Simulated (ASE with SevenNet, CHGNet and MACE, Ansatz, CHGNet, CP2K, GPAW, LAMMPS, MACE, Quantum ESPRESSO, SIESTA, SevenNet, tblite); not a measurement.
**Machine-learned potentials runs on glassy 54P2O5-23K2O-23MgO (mol %) (64 atoms)**

Aim: run glassy 54P2O5-23K2O-23MgO (mol %) (64 atoms) in machine-learned potentials and see how near its forces come to a plane-wave reference, and at what cost.

Method: the method is named at each step, in ASE with SevenNet, CHGNet and MACE.

### 1. The starting structure

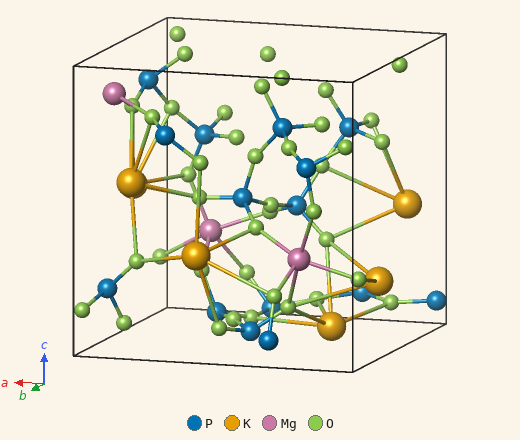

The cell as given, from a free direction (phosphorus blue, potassium orange, magnesium pink, oxygen green). Bonds to atoms that aren't drawn are left out. Some periodic images of atoms are drawn too.

The cell holds 64 atoms: 14 P, 6 K, 3 Mg and 41 O. Its edges and angles: a = 9.764 Å, b = 9.764 Å, c = 9.764 Å, α = 90.0°, β = 90.0°, γ = 90.0°. 64 atoms (14 P, 6 K, 3 Mg, 41 O) placed at random at 2.49 g/cm³, melted at 4000 K for 10 ps at fixed volume with the Morse and Coulomb pair potential with partial charges (Pedone, Malavasi, Menziani, Cormack and Segre, J. Phys. Chem. B 110, 11780 (2006)). Quenched from 4000 K to 300 K at 6 K/ps and fixed volume, held 10 ps at zero pressure, then minimised at fixed cell.

The yardstick, on the same geometry:

| Property | Result |
| --- | --- |
| method | Kohn-Sham DFT, PBE, SSSP efficiency 1.3.0 pseudopotentials, plane waves (Quantum ESPRESSO 7.5); sssp-pbe-1.3.0-efficiency, cutoffs 60/480 Ry, Γ point |
| r.m.s. force component | 1.276 eV/Å |
| longest force | 6.313 eV/Å |
| pressure | 4.191 GPa |
| gap (highest filled to lowest empty level) | 3.541 eV |
| time | 6.2 min on 2 MPI ranks of AMD EPYC 7R13 (Zen 3), shared host |
| CPU time | 12 min |

### 2. SevenNet 0 potential

Method: machine-learned interatomic potential SevenNet 0, trained on PBE(+U) plane-wave data.

Input file run.py:

```python
import numpy as np
from ase.io import read
import mlip  # loads the published weights by name

atoms = read("structure.xyz")
atoms.calc = mlip.calc("7net-0")
energy = atoms.get_potential_energy()
forces = atoms.get_forces()
print(f"energy {energy:.6f} eV")
print("forces (eV/A)")
for i, (a, f) in enumerate(zip(atoms, forces)):
    print(f"{i:4d} {a.symbol:2s} {f[0]:10.5f} {f[1]:10.5f} {f[2]:10.5f}")
stress = -atoms.get_stress(voigt=False) * 160.21766
print("stress (GPa, compression positive)")
for row in stress:
    print(" ".join(f"{x:10.4f}" for x in row))
```

Input file structure.xyz:

```xyz
64
Lattice="9.76442 0.00000 0.00000 0.00000 9.76442 0.00000 0.00000 0.00000 9.76442" Properties=species:S:1:pos:R:3 pbc="T T T"
P 5.72429 1.16294 0.40962
P 6.67369 4.05223 0.70187
P 9.02047 4.17986 8.42347
P 9.27991 7.68235 1.95933
P 7.66829 2.35625 6.33789
P 2.93714 0.01455 0.90829
P 5.23060 5.64383 4.89715
P 6.63531 9.54013 7.56469
P 2.76978 1.87418 6.77377
P 2.00005 8.62872 6.58180
P 4.30865 2.75269 4.20485
P 4.68458 6.45467 0.56858
P 3.65189 6.19513 7.43287
P 0.06298 0.83994 0.91854
K 9.32766 4.86288 4.99118
K 5.78132 8.86629 3.44860
K 0.90838 4.33775 2.10931
K 2.80532 3.59760 0.36128
K 8.49690 7.54653 5.54844
K 0.98669 1.12164 4.16814
Mg 7.55463 2.06410 3.06124
Mg 2.65211 7.45474 3.27079
Mg 9.13198 7.40592 8.47884
O 9.07368 1.00212 9.41710
O 4.42416 6.65123 4.10535
O 4.32525 6.31621 8.81151
O 4.71573 4.24088 4.44808
O 6.07806 0.50795 8.82928
O 4.71250 5.85797 6.36064
O 8.54162 3.17617 7.32888
O 5.90425 2.73482 0.33931
O 6.32813 3.02228 6.43329
O 8.25084 2.31280 4.95495
O 9.41603 1.76013 2.03080
O 7.72922 4.22174 9.36545
O 5.51387 1.95689 3.80627
O 3.47740 6.12522 1.39075
O 4.25963 0.81621 0.73956
O 5.68621 5.23256 0.71729
O 7.45181 0.89657 6.84037
O 2.97903 7.51323 7.01417
O 3.48375 2.18606 8.04100
O 2.63102 5.12212 7.42194
O 0.70392 8.40551 7.31492
O 8.94899 6.92932 0.69113
O 6.70913 5.74509 4.84335
O 1.42385 2.44648 6.45760
O 1.80232 8.43128 5.09009
O 8.19088 7.86993 2.96233
O 2.92913 9.20394 2.29815
O 0.35923 3.78557 9.33762
O 3.62387 2.20442 5.49532
O 2.52020 0.31217 6.75971
O 5.34592 7.75217 0.85204
O 5.54014 9.12368 6.63541
O 7.47925 8.36557 7.94121
[... 4 atom lines left out ...]
O 1.63417 0.88827 0.77969
O 0.71202 7.03458 2.63376
O 9.13696 5.51895 7.74641
O 7.27508 3.83459 2.04252
```

Launch:

```console
$ OMP_NUM_THREADS=1 python run.py > output.txt
```

Log:

```text
energy -424.375031 eV
forces (eV/A)
   0 P     2.37911   -1.11666    1.36094
   1 P     1.23029   -0.13339    0.92357
   2 P     1.68758   -0.06534    1.03988
   3 P    -0.64479   -0.20048   -0.12181
   4 P    -5.63997    1.99525    0.04267
   5 P    -1.86659   -5.72127   -1.44911
   6 P     0.11986    0.91775   -1.09662
   7 P    -1.87681   -1.89435   -2.36821
   8 P    -1.38054    2.16118    2.03404
   9 P    -1.71070    0.03720   -1.09427
  10 P    -0.33460   -0.73896   -1.68689
  11 P    -1.12291    3.48181    1.65374
  12 P    -2.70665   -2.68593   -0.44498
  13 P    -2.08593   -1.19152   -1.78937
  14 K    -0.02350   -0.46020    0.46261
  15 K    -0.10169   -0.06793   -0.08929
  16 K    -0.29515    0.33257   -0.15505
  17 K     0.64184   -0.27788   -1.01768
  18 K    -0.24984    0.66923   -0.32580
  19 K     0.49062   -0.18595    0.21402
  20 Mg   -0.92303    0.11269   -0.54639
  21 Mg   -0.02487    0.21299   -0.34892
  22 Mg    0.19403    0.35040    1.15387
  23 O     0.61963   -0.04158   -0.01769
[...]
56 O     0.32745    0.72315   -0.03817
  57 O    -0.99285    0.36160   -0.22078
  58 O    -0.50558   -0.28283    0.32837
  59 O     0.78672    0.47510    0.25924
  60 O     0.78585    2.89822    0.05228
  61 O     2.09558   -0.85164    1.11604
  62 O    -0.38931    1.01020   -0.74104
  63 O     0.44896    0.04700    0.64424
stress (GPa, compression positive)
    2.6474     0.0795    -0.4698
    0.0795     3.4486    -0.1788
   -0.4698    -0.1788     2.5778
```

It took 21 s on 1 thread of AMD EPYC 7R13 (Zen 3), shared host; peak memory 0.79 GiB.

Banners, paths, timers and routine set-up lines are dropped from the logs unmarked, and long logs keep their key lines alone; longer cuts are marked.

Numbers from this run, and their distance from the reference:

- r.m.s. force component: 1.205 eV/Å
- r.m.s. difference of force components: 166.8 meV/Å
- longest difference of force vectors: 539.7 meV/Å
- force difference over r.m.s. force: 13.07 %
- slope of forces against the reference's: 0.9372
- correlation of force components: 0.9926
- pressure: 2.891 GPa
- pressure difference: -1.3 GPa

Length of the force difference by element (eV/Å):

```csv
element,atoms,mean,most
K,6,0.19,0.43
Mg,3,0.19,0.23
O,41,0.30,0.54
P,14,0.22,0.40
```

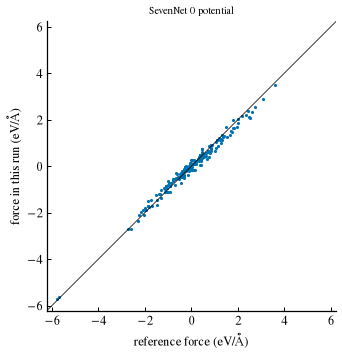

Force components against those of the reference; the line marks equality.

Local excerpt of 9 atoms (numbers count through the whole input) about Mg22, one of the 3 Mg atoms; x, y, z are measured from there.

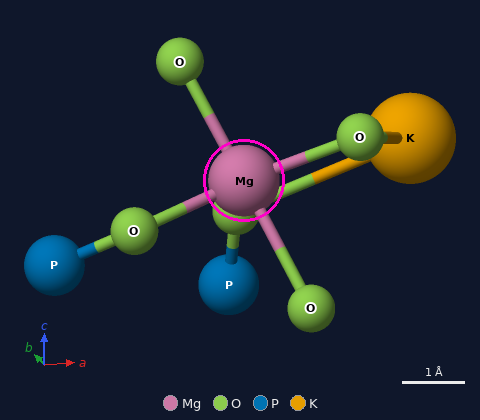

The atoms of the table, within 3.4 Å (arrows a, b, c point along x, y, z); some may hide others; the central atom is ringed.

```csv
atom,x,y,z,distance (Å),Fx,Fy,Fz (eV/Å)
Mg22,0.00,0.00,0.00,0.00,-0.02,0.21,-0.35
O50,0.28,1.75,-0.97,2.02,0.44,0.28,1.70
O62,-1.94,-0.42,-0.64,2.08,2.10,-0.85,1.12
O25,1.77,-0.80,0.83,2.12,-0.83,0.57,-0.57
O48,-0.85,0.98,1.82,2.23,0.32,-0.44,-1.23
O37,0.83,-1.33,-1.88,2.45,-0.84,-0.85,0.42
P6,0.29,2.32,-2.36,3.33,-1.87,-5.72,-1.45
P4,-3.14,0.23,-1.31,3.41,-0.64,-0.20,-0.12
K16,3.13,1.41,0.18,3.44,-0.10,-0.07,-0.09
```

Atoms are counted from 1 here, from 0 in the log.

Forces lie 13 % from the reference's, at 0.024 times its CPU time (on 1 against 2 cores).

### 3. CHGNet 0.3.0 potential

Method: machine-learned interatomic potential CHGNet 0.3.0, trained on PBE(+U) plane-wave data.

run.py: that of step 2 with these lines changed.

```diff
@@ -5,3 +5,3 @@
 atoms = read("structure.xyz")
-atoms.calc = mlip.calc("7net-0")
+atoms.calc = mlip.calc("chgnet-0.3.0")
 energy = atoms.get_potential_energy()
```

structure.xyz is that of step 2.

Log:

```text
CHGNet v0.3.0 initialized with 412,525 parameters
CHGNet will run on cpu
energy -453.509949 eV
forces (eV/A)
   0 P     3.19048   -1.09518    1.69542
   1 P     1.41892   -0.28079    1.28035
   2 P     1.93836    0.12261    1.41228
   3 P    -0.78193   -0.26605    0.01845
   4 P    -5.21809    1.85335   -0.40875
   5 P    -1.89909   -5.63441   -0.91291
   6 P     0.09565    1.16615   -1.50642
   7 P    -2.06847   -2.23412   -2.25040
   8 P    -1.33214    2.08604    1.78590
   9 P    -2.40073   -0.10866   -1.47705
  10 P    -0.36175   -0.80309   -2.06986
  11 P    -0.94187    3.30737    1.96714
  12 P    -2.96205   -3.08766   -0.41993
  13 P    -2.46174   -0.97945   -1.86623
  14 K     0.11475   -0.54988    0.27294
  15 K    -0.06380   -0.03603   -0.01382
  16 K    -0.60330    0.45136    0.21323
  17 K     0.85631   -0.29943   -1.12825
  18 K    -0.33380    0.80810   -0.41517
  19 K     0.31224   -0.15084    0.10214
  20 Mg   -0.83319   -0.03866   -0.51813
  21 Mg   -0.05594    0.15833   -0.35871
  22 Mg    0.16282    0.24115    1.08246
  23 O     0.63944   -0.13151   -0.08778
[...]
56 O     0.36001    0.56985   -0.27147
  57 O    -1.08110    0.39180   -0.23160
  58 O    -0.70350   -0.29206    0.30009
  59 O     0.82528    0.39550    0.27637
  60 O     0.81923    2.85579   -0.05074
  61 O     2.15666   -0.70959    0.96840
  62 O    -0.44257    1.02305   -0.78266
  63 O     0.44063    0.08068    0.67351
stress (GPa, compression positive)
    3.6932    -0.0473    -0.6155
   -0.0473     4.2333    -0.0720
   -0.6155    -0.0720     3.3077
```

The job ended after 9.4 s (1 thread; peak memory 0.85 GiB).

Against the reference:

```yaml
r_m_s_force_component: 1.227 eV/Å
r_m_s_difference_of_force_components: 253.8 meV/Å
longest_difference_of_force_vectors: 997 meV/Å
force_difference_over_r_m_s_force: 19.89 %
slope_of_forces_against_the_reference_s: 0.9425
correlation_of_force_components: 0.9802
pressure: 3.745 GPa
pressure_difference: -0.4466 GPa
```

Against the first run (13 %), the force difference from the reference is 20 %, at 0.45 times the CPU time.

### 4. MACE MP-0b3 medium potential

Method: machine-learned interatomic potential MACE MP-0b3 medium, trained on PBE(+U) plane-wave data.

run.py: that of step 3 with these lines changed.

```diff
@@ -5,3 +5,3 @@
 atoms = read("structure.xyz")
-atoms.calc = mlip.calc("chgnet-0.3.0")
+atoms.calc = mlip.calc("mace-mp-0b3-medium")
 energy = atoms.get_potential_energy()
```

structure.xyz is that of step 3.

Log:

```text
energy -424.303379 eV
forces (eV/A)
   0 P     2.75170   -0.83533    1.35946
   1 P     1.34112   -0.40316    1.08830
   2 P     1.51840   -0.09631    1.23052
   3 P    -0.85857   -0.16978   -0.11024
   4 P    -5.32746    1.68476    0.25462
   5 P    -1.81086   -5.50690   -1.18599
   6 P    -0.04557    0.94629   -1.19119
   7 P    -1.94983   -1.87079   -2.06734
   8 P    -1.26549    2.05149    1.89019
   9 P    -1.83842    0.20221   -1.21829
  10 P    -0.47498   -0.88791   -1.67995
  11 P    -0.95198    3.28372    1.74829
  12 P    -2.47901   -2.66613   -0.42996
  13 P    -2.03397   -1.21126   -1.74240
  14 K     0.03370   -0.41899    0.33050
  15 K    -0.07292   -0.08131   -0.08766
  16 K    -0.54163    0.37544    0.02994
  17 K     0.80278   -0.32447   -1.16442
  18 K    -0.33421    0.72698   -0.38990
  19 K     0.54377   -0.22488    0.19487
  20 Mg   -1.00629    0.14797   -0.68951
  21 Mg    0.04952    0.24878   -0.38845
  22 Mg    0.23737    0.29047    1.14000
  23 O     0.55643   -0.09272   -0.12184
[...]
56 O     0.32331    0.51395   -0.16901
  57 O    -0.88673    0.40431   -0.15994
  58 O    -0.50955   -0.39870    0.48225
  59 O     0.76114    0.46614    0.27354
  60 O     0.93403    2.90430    0.03021
  61 O     2.10953   -0.83605    1.08777
  62 O    -0.34958    0.95011   -0.77459
  63 O     0.47056    0.07886    0.68286
stress (GPa, compression positive)
    2.6922     0.0810    -0.4541
    0.0810     3.4174    -0.2123
   -0.4541    -0.2123     2.5212
```

It took 17 s on 1 thread; peak memory 0.91 GiB.

Compared with the plane-wave run:

| Property | Result |
| --- | --- |
| r.m.s. force component | 1.177 eV/Å |
| r.m.s. difference of force components | 168.1 meV/Å |
| longest difference of force vectors | 589.8 meV/Å |
| force difference over r.m.s. force | 13.17 % |
| slope of forces against the reference's | 0.9166 |
| correlation of force components | 0.9939 |
| pressure | 2.877 GPa |
| pressure difference | -1.314 GPa |

Against the first run (13 %), the force difference from the reference is 13 %, at 0.92 times the CPU time.

### 5. Side by side

Differences are against the plane-wave reference, forces as r.m.s. over components; share is that over the reference's r.m.s. force, slope the least-squares factor from reference forces to these. Total energies of different programs have different zeros and aren't compared.

```csv
run,"Δ force, r.m.s. (meV/Å)",share (%),slope,Δ pressure (GPa),cores,CPU time,memory (GiB)
reference,-,-,-,-,2,12 min,2.6
SevenNet 0 potential,167,13.1,0.937,-1.3,1,18 s,0.79
CHGNet 0.3.0 potential,254,19.9,0.943,-0.447,1,8.1 s,0.85
MACE MP-0b3 medium potential,168,13.2,0.917,-1.31,1,17 s,0.91
```

Times of the machine-learned potentials are mostly Python's start and the loading of weights.

CPU time is summed over cores on a shared host, where runs went side by side, so it is rough. Symmetry, cutoffs, thresholds, outputs and thread counts weren't matched or tuned between programs; memory under MPI is the largest rank's times the ranks.

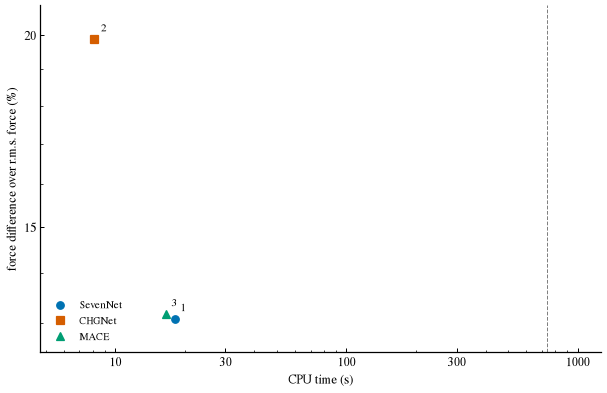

Force difference against CPU time; the dashed line marks the reference's time. Points: 1 SevenNet 0 potential; 2 CHGNet 0.3.0 potential; 3 MACE MP-0b3 medium potential.

### 6. What came out

```json
{"nearest in forces": "a tie at 13 % of 2 runs: SevenNet 0 potential; MACE MP-0b3 medium potential"}
```

Machine-learned potentials differ by 13 % (SevenNet 0 potential) to 20 % (CHGNet 0.3.0 potential); they were trained on other programs' data. The reference's pressure holds the uncorrected Pulay stress of its 60 Ry basis, so small pressure differences, and their order, may be the reference's own error. Machine-learned potentials mimic data converged in k, so the reference's own k-point error enters their differences. The quench rate of 6 K/ps is many orders above laboratory rates, so the cell is likely richer in defects and strain than a real sample. The network of bonds at the start is that of the classical potential that made the cell, and needn't be the one that DFT or experiment would give. The reference's pressure of 4.2 GPa belongs to a cell and atoms that aren't relaxed at this level. The electronic-structure runs sample only Γ, in a cell whose shortest periodic width is 10 Å.

[Also dropped from logs without a mark: logging warnings of Python, and SIESTA's first energy breakdown and zero terms.]

[Logs are printed without paths, hosts, clocks, repeated set-up lines and the standing remarks that a program may print on its own settings, such as how far it seeks lower states.]

[Hosts, paths, dates, database ids (printed as entryN), source tags and the programs' standing remarks are cut or masked in the printed files.]
